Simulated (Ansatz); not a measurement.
# wB97M-V/def2-SVPD run of [CF3]+ (SMILES F[C+](F)F)

Aim: the vertical electron affinity of [CF3]+ at wB97M-V/def2-SVPD, from 2 runs. 

Program for the calculation: Ansatz 0.2.0.

2 further runs of the same task are left out: 2 set aside as unsound or not needed.

### 1 The system as given

[CF3]+: 4 atoms, total charge +1, spin state singlet. As SMILES, `F[C+](F)F`. The coordinates come from a PBE0-D4/def2-TZVP relaxation.

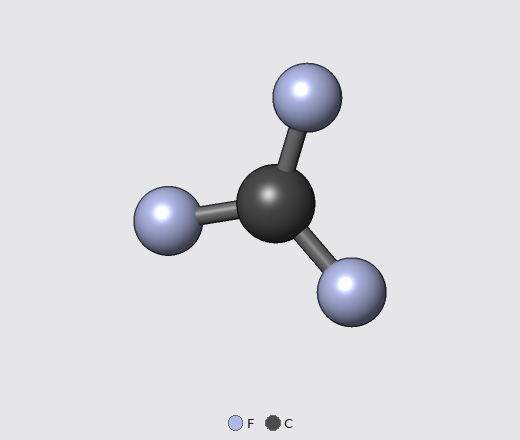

The structure, seen from a chosen angle (fluorine light blue, carbon dark grey).

### 2 The energy at wB97M-V/def2-SVPD

File in.yaml:

```yaml
crystal:
  periodic: [false, false, false]
  atoms:
    - {symbol: F, position_ang: [0.698600, -0.114600, 1.005400]}
    - {symbol: C, position_ang: [0.000000, 0.000000, -0.000000]}
    - {symbol: F, position_ang: [-0.609500, -0.973400, -0.439400]}
    - {symbol: F, position_ang: [-0.089000, 1.088000, -0.566000]}
basis:
  gaussian:
    orbitals: def2-SVPD
hamiltonian:
  xc: {name: wB97M-V}
output:
  orbitals: {seedname: orbitals}
accuracy: high
total_charge: 1
```

On the command line:

```sh
$ ansatz run in.yaml --threads 1 --pin off --max-ram 3480MiB --events-out events.jsonl --progress --plain --runs-dir runs
```

Output:

```text
Warning: RAYON_NUM_THREADS=1 ignored (pool sized by the plan → 1); use --threads N
Functional definition: wB97M-V
  name "wB97M-V"
  parameter omega = 0.3/bohr
  parameter cx = 0.15
  parameter cx01 = 1.007
  parameter cx10 = 0.259
  parameter css00 = 0.443
  parameter css04 = -1.437
  parameter css10 = -4.535
  parameter css20 = -3.390
  parameter css43 = 4.278
  parameter cos00 = 1.000
  parameter cos10 = 1.358
  parameter cos20 = 2.924
  parameter cos21 = -8.812
  parameter cos60 = -1.390
  parameter cos61 = 9.142
  parameter b = 6.0
  parameter c = 0.01
  gx(w, u) = 1 - cx + cx01*u + cx10*w
  gss(w, u) = css00 + css04*u^4 + css10*w + css20*w^2 + css43*w^4*u^3
  gos(w, u) = cos00 + cos10*w + (cos20 + cos21*u)*w^2 + (cos60 + cos61*u)*w^6
  exchange = spin_sum(e_x_unif_sr(omega)*gx(b97_w, b97_u_x)) + cx*exact_x_sr(omega) + exact_x_lr(omega)
  correlation = spin_sum(e_c_pw_mod_same_spin*gss(b97_w, b97_u_same))
      + integral(e_c_pw_mod_opposite_spin*gos(b97_w_opposite, b97_u_opposite)) + vv10(b, c)
1754 factors; integrals over basis functions are off by at most 2.5e-9 eV
338 factors; integrals over basis functions are off by at most 1.2e-9 eV
mean field evaluation 1: about -9162.0458 eV, gradient 6.3e1 eV
mean field evaluation 2: about -9161.0234 eV, gradient 7.2e1 eV
mean field evaluation 4: about -9167.8564 eV, gradient 5.8e-1 eV
mean field evaluation 8: about -9167.8572 eV, gradient 8.5e-3 eV
mean field evaluation 16: about -9167.8572 eV, gradient 3.4e-7 eV
mean field -9167.85720547 eV, -336.9125381043 hartree, gradient 1.8e-8 eV, S^2 0.000000; 0 other end points of the search recorded, 0 dependent functions left out
reference -9167.85720997 eV, -336.9125382695 hartree; 16, 16 occupied and 73, 73 virtual orbitals, 1754 factors
Total energy: -9167.85720997 eV, -336.9125382695 hartree
```

Wall time 29 s (1 thread of Arm Neoverse V1, shared host); peak memory 0.41 GiB.

### 3 Doublet neutral CF3, same level

File input.yaml:

```yaml
crystal:
  periodic: [false, false, false]
  atoms:
    - {symbol: F, position_ang: [0.698600, -0.114600, 1.005400]}
    - {symbol: C, position_ang: [0.000000, 0.000000, -0.000000]}
    - {symbol: F, position_ang: [-0.609500, -0.973400, -0.439400]}
    - {symbol: F, position_ang: [-0.089000, 1.088000, -0.566000]}
basis:
  gaussian:
    orbitals: def2-SVPD
magnetization:
  spin_polarized: true
  initial_magnetization: 1
hamiltonian:
  xc: {name: wB97M-V}
accuracy: high
output:
  orbitals: {seedname: orbitals}
```

On the command line:

```sh
$ ansatz run input.yaml --threads 1 --pin off --max-ram 3480MiB --events-out events.jsonl --progress --plain --runs-dir runs
```

Output, shortened:

```text
Warning: RAYON_NUM_THREADS=1 ignored (pool sized by the plan → 1); use --threads N
[... 2 set-up lines as earlier in the session ...]
[...]
  gx(w, u) = 1 - cx + cx01*u + cx10*w
  gss(w, u) = css00 + css04*u^4 + css10*w + css20*w^2 + css43*w^4*u^3
  gos(w, u) = cos00 + cos10*w + (cos20 + cos21*u)*w^2 + (cos60 + cos61*u)*w^6
[...]
      + integral(e_c_pw_mod_opposite_spin*gos(b97_w_opposite, b97_u_opposite)) + vv10(b, c)
1754 factors; integrals over basis functions are off by at most 2.5e-9 eV
338 factors; integrals over basis functions are off by at most 1.2e-9 eV
[...]
mean field -9175.09147295 eV, -337.1783925304 hartree, gradient 1.9e-8 eV, S^2 0.752380; 0 other end points of the search recorded, 0 dependent functions left out
reference -9175.09147660 eV, -337.1783926647 hartree; 17, 16 occupied and 72, 73 virtual orbitals, 1754 factors
Total energy: -9175.09147660 eV, -337.1783926647 hartree
```

Run time: 58 s. Hardware: 1 thread of Arm Neoverse V1, shared host; peak memory 0.69 GiB.

### 4 Outcome

At wB97M-V/def2-SVPD:

| quantity | value |
| --- | --- |
| singlet [CF3]+: total energy | -336.91254 Eh |
| singlet [CF3]+: HOMO energy | -24.48 eV |
| singlet [CF3]+: LUMO energy | -8.03 eV |
| singlet [CF3]+: HOMO–LUMO gap | 16.45 eV |
| doublet neutral CF3: total energy | -337.17839 Eh |
| doublet neutral CF3: HOMO energy (highest over α and β) | -6.41 eV |
| doublet neutral CF3: LUMO energy (lowest over α and β) | 1.15 eV |
| doublet neutral CF3: ⟨S²⟩ | 0.752 |
| vertical electron affinity (to the doublet neutral) | 7.234 eV |

At fixed nuclei the extra electron is bound by 7.23 eV (167 kcal/mol).
